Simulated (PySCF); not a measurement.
## A study: CH3BF2O, charge −1, doublet, SMILES `[BH2-]OC(F)F`

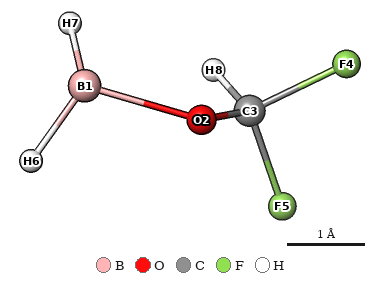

The molecule, with its atoms numbered as below. No frequency check shows the geometry to be a minimum.

Coordinates in Å:

```
B1       2.2044    0.1185    0.1073
O2       0.7505    0.1572   -0.5450
C3      -0.2354    0.0319    0.2222
F4      -1.2514    0.9918   -0.0082
F5      -1.0116   -1.1662    0.0065
H6       2.7002   -0.9650   -0.0919
H7       2.1307    0.4490    1.2764
H8      -0.0769    0.0441    1.3209
```

Part 1: Bonding charge

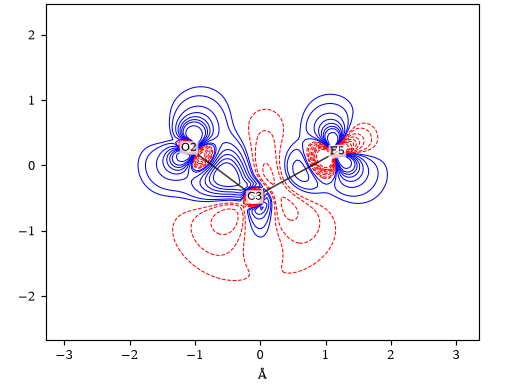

Deformation density (molecule less spherical, spin-averaged free atoms) in the plane of O2, C3 and F5; contours at ±0.05 to ±0.8 e/Å³; solid blue lines: gain, dashed red lines: loss.

Method: HF/def2-SVPD; geometry: GFN2-xTB; program: PySCF. The stability of the open-shell solution wasn't checked. GFN2-xTB doesn't know the spin state, so this open-shell geometry is rough.

> Describe the bonding that the map shows.

O2–C3: +0.70 e/Å³ at the bond critical point (bond length 1.26 Å). C3–F5: −0.09 e/Å³ at the bond critical point (bond length 1.44 Å); up to 0.6 Å beside the axis the gain reaches +0.26 e/Å³. In all, 2.4 electrons gather in the regions of gain relative to the promolecule of neutral atoms (this includes the anion's extra charge). A small or negative value marks a very polar bond, one between electron-rich atoms, whose free-atom densities already overlap strongly, a long bond to a heavier atom, or a closed-shell contact such as a hydrogen bond.

> Where do the Hirshfeld charges lie?

The highest Hirshfeld charge is on C3 (+0.25 e), the lowest on O2 (−0.30 e).

```csv
atom,charge (e)
B1,−0.21
O2,−0.30
C3,+0.25
F4,−0.24
F5,−0.26
H6,−0.15
H7,−0.14
H8,+0.04
```

Part 2: Electrostatic potential

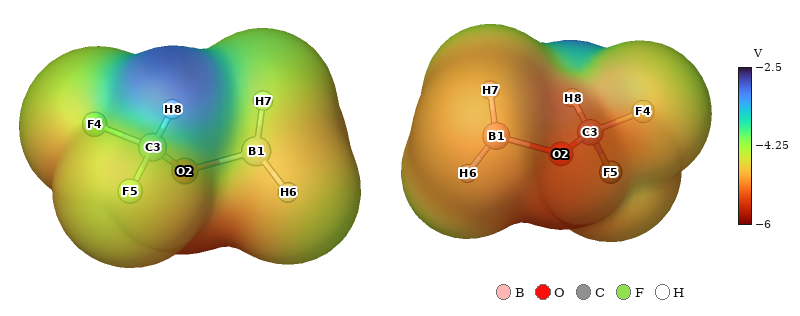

Electrostatic potential on the surface of electron density 0.001 a.u. (back view left, front view right).

> Where are the extremes of the potential on the surface?

Highest: −2.88 V, 1.4 Å from H8. Further maxima include −4.36 V, 1.6 Å from H6; −4.74 V, off the C3–F4 bond (1.9 Å from its atoms). Lowest: −5.52 V, 1.8 Å from O2. The surface is sampled at points, so like sites can differ by a few per cent and only the strongest of them is named.

Part 3: Spin density

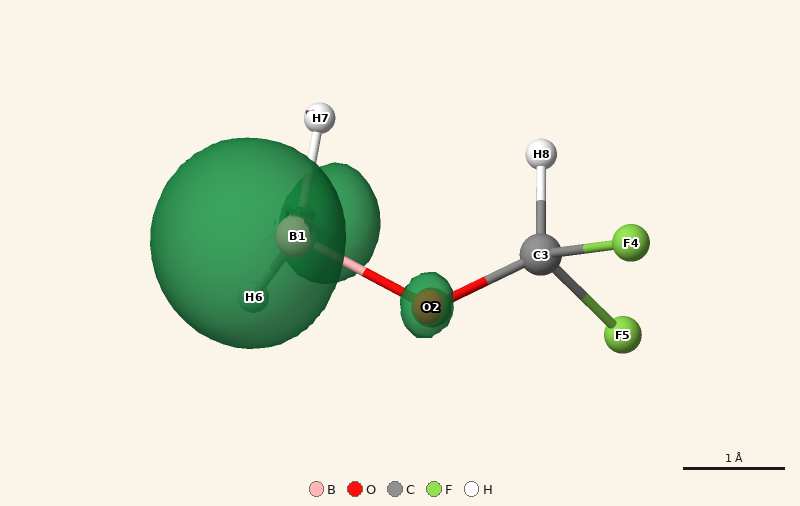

Spin density ρα − ρβ at ±0.05 e/Å³ (green: excess α, purple: excess β).

> Give the atomic spin populations that go with this picture.

Hirshfeld spin populations: B1 +0.84, O2 +0.05, H6 +0.05 and H7 +0.04. ⟨S²⟩ = 0.76, as for a pure state.

Part 4: Removing or adding an electron

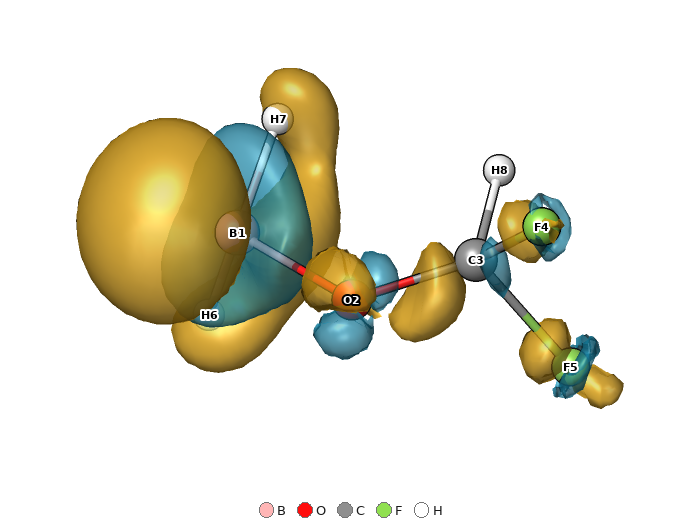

Fukui function f⁻ = ρ(N) − ρ(N−1) at fixed geometry, surfaces at ±0.04 e/Å³ (yellow positive, teal negative).

Computed with PySCF, BLYP/def2-SVPD, geometry: GFN2-xTB. The highest occupied Kohn–Sham orbital has positive energy, a self-interaction fault of such functionals for anions. GFN2-xTB doesn't know the spin state, so this open-shell geometry is rough.

> On which atoms does the density change most on removal of an electron?

f⁻ (Hirshfeld-condensed) is largest on B1 (0.52); the vertical detachment energy is 1.54 eV (to the singlet neutral species, which needn't be its lowest state). Condensed values hint at sites of electrophilic attack but needn't mark the atom that reacts. Orbital relaxation makes it negative in places (0.20 e in all).

| atom | f⁻ | charge |
| --- | --- | --- |
| B1 | +0.52 | −0.22 |
| O2 | +0.06 | −0.21 |
| C3 | +0.03 | +0.18 |
| F4 | +0.05 | −0.22 |
| F5 | +0.06 | −0.23 |
| H6 | +0.13 | −0.15 |
| H7 | +0.11 | −0.15 |
| H8 | +0.03 | +0.01 |
